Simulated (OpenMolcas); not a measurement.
**[AlH3]− (SMILES [AlH3-]): levels of theory compared**

Wanted: a comparison of 6 runs (ROHF/3-21G, UHF/3-21G, UB3LYP/3-21G, USVWN5/3-21G, ROMP2/3-21G, ROCCSD(T)/3-21G) of [AlH3]−. 

Program for the calculation: OpenMolcas 26.06.

## 1. The system as given

[AlH3]−: 4 atoms, total charge -1, spin state doublet. As SMILES, `[AlH3-]`. The shape comes from GFN2-xTB, which is rough for such elements, and wasn't checked as a minimum.

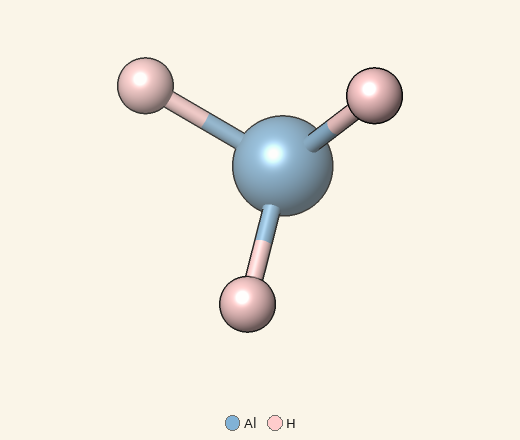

The structure, seen from a chosen angle (aluminium light blue, hydrogen pink).

## 2. A single-point energy at ROHF/3-21G (run 1)

Contents of mol.xyz:

```xyz
4

Al    -0.161060     0.455350    -0.307260
H      0.471920     0.754070     1.224440
H     -1.350110    -0.683860     0.050500
H      1.039250    -0.525560    -0.967690
```

Contents of step1.input:

```
&GATEWAY
BASLIB=$CurrDir
COORD=mol.xyz
BASIS=3-21G
GROUP=NoSym
&SEWARD
&SCF
UHF
CHARGE=-1
SPIN=2
PRORBITALS=1 1
&RASSCF
FILEORB=$Project.UnaOrb
SPIN=2
NACTEL=1 0 0
INACTIVE=8
RAS2=1
OUTORBITALS=Canonical
ORBLISTING=Nothing
```

The basis set 3-21G is read from a file made from the Basis Set Exchange's data (not shown).

Launch:

```
$ export MOLCAS_MEM=1860
$ pymolcas step1.input > step1.log
```

The program printed:

```text
--- Start Module: gateway ---
[...]
--- Stop Module: gateway /rc=_RC_ALL_IS_WELL_ ---
[...]
      Basis functions           19
[...]
--- Start Module: scf ---
[...]
       Convergence after  13 Iterations
[...]
::    Total SCF energy                               -242.2670372847
[...]
      Total spin, S                                     0.5013198196
[...]
--- Stop Module: scf /rc=_RC_ALL_IS_WELL_ ---
--- Start Module: rasscf ---
[...]
      Number of active orbitals                  1
[...]
      Spin quantum number                      0.5
[...]
      Active orbitals                            1
[...]
      Number of CSFs                             1
[...]
      Number of root(s) required                 1
[...]
      Convergence after  7 iterations
[...]
      printout of CI-coefficients larger than  0.05 for root  1
      energy=    -242.266651
      conf/sym  1     Coeff  Weight
             1  u   1.00000 1.00000
      Natural orbitals and occupation numbers for root  1
      sym 1:   1.000000
      ************************************************************************************************************************
      *                                                    Final results                                                     *
[...]
::    RASSCF root number  1 Total energy:   -242.26665137
[...]
      Total electronic charge=   17.000000
      Total            charge=   -1.000000
[...]
      Dipole Moment (debye):
      Origin of the operator (angstrom)=   -0.1394    0.3942   -0.2660
                   X= -6.0068E-01               Y=  1.7016E+00               Z= -1.1461E+00           Total=  2.1377E+00
      Center of Charge (angstrom)
[...]
--- Stop Module: rasscf /rc=_RC_ALL_IS_WELL_ ---
[...]
```

Run time: 3.6 s. Hardware: 1 thread of Arm Neoverse N1, shared host; peak memory 0.37 GiB.

## 3. A single-point energy at UHF/3-21G (run 2)

mol.xyz is that of step 2.

Contents of calc.input:

```
* AlH3 Hartree-Fock
&GATEWAY
BASLIB
$CurrDir
COORD
mol.xyz
BASIS
3-21G
GROUP
NoSym
&SEWARD
&SCF
UHF
CHARGE
-1
SPIN
2
THRESHOLDS
1e-10 1e-07 1e-07 1e-05
PRORBITALS
1 1
```

The basis set 3-21G is read from a file made from the Basis Set Exchange's data (not shown).

Launch:

```
$ export MOLCAS_MEM=1860
$ pymolcas calc.input > calc.log
```

The program printed:

```text
--- Start Module: gateway ---
[...]
--- Stop Module: gateway /rc=_RC_ALL_IS_WELL_ ---
--- Start Module: seward ---
[...]
      Basis functions           19
--- Stop Module: seward /rc=_RC_ALL_IS_WELL_ ---
--- Start Module: scf ---
[...]
       Convergence after  15 Iterations
[...]
::    Total SCF energy                               -242.2670372847
[...]
      Total spin, S                                     0.5013198228
[...]
      Total electronic charge=   17.000000
      Total            charge=   -1.000000
[...]
      Dipole Moment (debye):
      Origin of the operator (angstrom)=   -0.1394    0.3942   -0.2660
                   X= -6.0812E-01               Y=  1.7226E+00               Z= -1.1603E+00           Total=  2.1641E+00
      Center of Charge (angstrom)
[...]
--- Stop Module: scf /rc=_RC_ALL_IS_WELL_ ---
[...]
```

Run time: 2.6 s. Hardware: 1 thread of Arm Neoverse N1, shared host; peak memory 0.37 GiB.

Runs 3 to 5 aren't shown in full; the table further down has their settings and results.

## 4. The energy at ROCCSD(T)/3-21G (run 6)

mol.xyz is that of step 3.

Contents of calc.inp:

```
* AlH3 CCSD(T)

&gateway
  baslib=$CurrDir
  coord=mol.xyz
  basis=3-21G
  group=NoSym

&seward

&scf
  uhf
  charge=-1
  spin=2
  thresholds=1e-10 1e-07 1e-07 1e-05
  prorbitals=1 1

&rasscf
  fileorb=$Project.UnaOrb
  spin=2
  nactel=1 0 0
  inactive=8
  ras2=1
  outorbitals=Canonical
  orblisting=Nothing

&motra
  jobiph
  frozen=5

&ccsdt
  cct
  triples=3
  iterations=80
  accuracy=1e-08
  extrapolation=5 4
```

The basis set 3-21G is read from a file made from the Basis Set Exchange's data (not shown).

Launch:

```
$ export MOLCAS_MEM=1860
$ pymolcas calc.inp > calc.log
```

The program printed:

```text
--- Start Module: gateway ---
[...]
--- Stop Module: gateway /rc=_RC_ALL_IS_WELL_ ---
[...]
      Basis functions           19
[...]
       Convergence after  15 Iterations
[...]
::    Total SCF energy                               -242.2670372847
[...]
      Total spin, S                                     0.5013198228
[...]
      Number of active orbitals                  1
[...]
      Spin quantum number                      0.5
[...]
      Active orbitals                            1
[...]
      Number of CSFs                             1
[...]
      Number of root(s) required                 1
[...]
      Convergence after  7 iterations
[...]
      printout of CI-coefficients larger than  0.05 for root  1
      energy=    -242.266651
      conf/sym  1     Coeff  Weight
             1  u   1.00000 1.00000
      Natural orbitals and occupation numbers for root  1
      sym 1:   1.000000
      ************************************************************************************************************************
      *                                                    Final results                                                     *
[...]
::    RASSCF root number  1 Total energy:   -242.26665137
[...]
      Total electronic charge=   17.000000
      Total            charge=   -1.000000
[...]
      Dipole Moment (debye):
      Origin of the operator (angstrom)=   -0.1394    0.3942   -0.2660
                   X= -6.0068E-01               Y=  1.7016E+00               Z= -1.1461E+00           Total=  2.1377E+00
      Center of Charge (angstrom)
[...]
--- Start Module: motra ---
[...]
      *** WARNING: Default frozen orbitals is overwritten by user input.
      *** Default values:   2
[...]
--- Stop Module: motra /rc=_RC_ALL_IS_WELL_ ---
--- Start Module: ccsdt ---
[...]
      Convergence after                    14  Iterations
      Total energy (diff) :    -242.33000330      -0.00000001
[...]
 METHOD                       : CCSD+T(CCSD)+<T3(1)WT1>+<T3(1)UT2> = CCSD(T)
[...]
       CCSD     =      -242.3300032991768
[...]
--- Stop Module: ccsdt /rc=_RC_ALL_IS_WELL_ ---
[...]
```

Run time: 3.9 s. Hardware: 1 thread of Arm Neoverse N1, shared host; peak memory 0.37 GiB.

## 5. The series

```csv
run,level,SCF convergence threshold,integration grid,frozen core orbitals,energy (Eh),wall time
1,ROHF/3-21G,–,–,–,-242.266651,3.6 s
2,UHF/3-21G,1e-10,–,–,-242.267037,2.6 s
3,UB3LYP/3-21G,1e-10,UltraFine,–,-242.863736,9.6 s
4,USVWN5/3-21G,1e-10,UltraFine,–,-241.744948,6.6 s
5,ROMP2/3-21G,1e-10,–,5,-242.311713,3.9 s
6,ROCCSD(T)/3-21G,1e-10,–,5,-242.330817,3.9 s
```

## 6. What came out

| quantity | value |
| --- | --- |
| run 6: total energy | -242.33082 Eh |
| run 6: (T) correction | -0.81 mEh |

Totals of different functionals can't be ranked against each other. In runs 3, 4 the HOMO lies above zero, so the outermost electron may be held by the basis alone. All runs together took 30 s, the longest 9.6 s.
